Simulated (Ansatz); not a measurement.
## Electronic structure of ClH3Si3 (charge +1, doublet) in real space

Input

```
basis:
  gaussian:
    orbitals: def2-TZVPD
crystal:
  periodic: [false, false, false]
  atoms:
    - {symbol: Cl, position_ang: [0.983509, -2.734156, -0.875482]}
    - {symbol: Si, position_ang: [-2.509172, -0.282600, -0.135776]}
    - {symbol: Si, position_ang: [-0.771857, -0.309770, 1.346756]}
    - {symbol: Si, position_ang: [-0.655812, -2.285169, 0.199362]}
    - {symbol: H, position_ang: [-2.720402, 0.860137, -1.064799]}
    - {symbol: H, position_ang: [-3.633692, -1.263425, -0.114640]}
    - {symbol: H, position_ang: [-1.599391, -3.431500, 0.303493]}
total_charge: 1
magnetization:
  spin_polarized: true
  initial_magnetization: 1
hamiltonian:
  xc: {name: PBE0}
output:
  forces: true
  orbitals: {seedname: orbitals}
```

Run with:

```sh
ansatz run input.yaml --threads 2 --pin off --max-ram 4350MiB --events-out events.jsonl --progress --plain --runs-dir runs
```

Geometry: PBE0-D3(BJ)/def2-SVP.

Theory: Ansatz, isolated molecule in a Gaussian basis; Kohn-Sham density functional theory, functional PBE0.

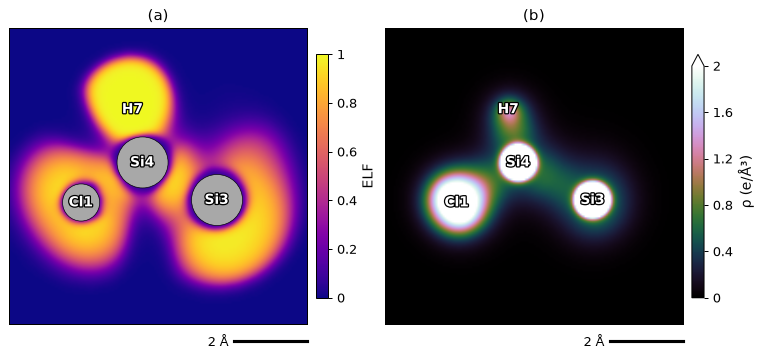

Figure 1. (a) ELF; (b) total electron density on the plane of atoms Cl1, Si4 and Si3. Grey discs cover the atomic cores in the ELF map.

Question: Interpret the plot.

Answer: The plane passes through Cl, Si and H nuclei. Si–Cl (2.01 Å): the density is about 0.98 e/Å³ at the midpoint; the ELF peaks at about 0.85 between the atoms; a polar covalent bond. Si–Si (2.29 Å): the density is about 0.6 e/Å³ at the midpoint; the ELF peaks at about 0.90 between the atoms, as expected for a shared electron pair. Si–H (1.49 Å): ρ is about 0.84 e/Å³ halfway; the ELF climbs to about 1 towards the hydrogen, as it does in any bond to H. The ELF also peaks beside Si3 and Cl1, away from the bonds: non-bonding electrons, paired or unpaired.

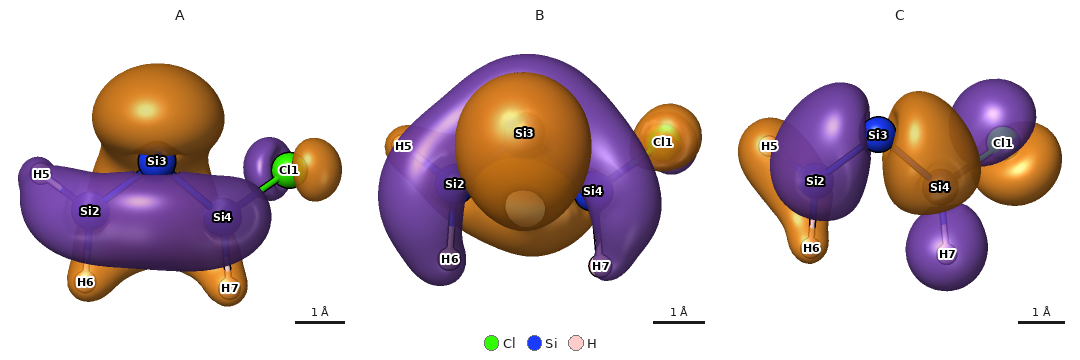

Figure 2. Three frontier orbitals at ±0.08 Å⁻³ᐟ² (orange and purple are the two phases), in no order.

Question: Order the three orbitals by energy and name them. All are α orbitals.

Answer: C is the HOMO−1 (α) (−13.19 eV). By Hirshfeld shares it lies mainly on Si3 (about 30 %), Cl1 (about 25 %), Si2 (about 20 %) and Si4 (about 20 %). A is the HOMO (α) (−11.72 eV). It lies mainly on Si3 (about 50 %), Si2 (about 25 %) and Si4 (about 20 %). B is the LUMO (α) (−8.43 eV). Its weight (Hirshfeld) is mainly on Si3 (about 45 %), Si2 (about 25 %) and Si4 (about 20 %).

Question: What is the gap between the highest occupied and lowest empty α orbitals?

Answer: 3.29 eV between the orbital energies.

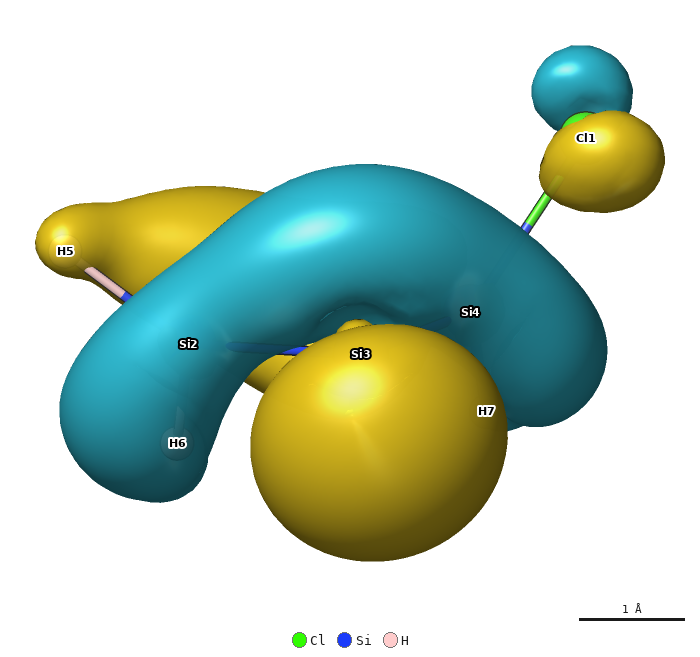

Figure 3. The LUMO (α) at ±0.1 Å⁻³ᐟ² (yellow and cyan are the two phases), seen at an oblique angle.

Question: What is the character of this orbital?

Answer: It lies mainly on Si3 (about 45 %), Si2 (about 25 %) and Si4 (about 20 %). Its energy is −8.43 eV.
